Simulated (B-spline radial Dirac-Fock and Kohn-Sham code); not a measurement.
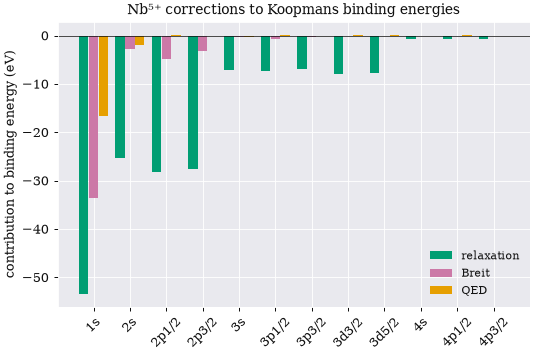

Bars give the relaxation, Breit and QED contributions (eV) to the binding energies of the deepest subshells, counted from the Koopmans value. It refers to niobium in charge state +5 (Nb⁵⁺) ([Kr]). Method: Dirac–Fock ΔSCF (average of configuration, Fermi nucleus, Breit and QED terms, no correlation) (computed with a B-spline radial code).

### How does the QED term of 2p1/2 compare with that of 1s?

0.20 eV against −16.7 eV; the QED terms are weighted to the region near the nucleus, where s electrons have the most density. Its sign is opposite here.

### Which correction is largest for 1s?

Relaxation, −53.4 eV.
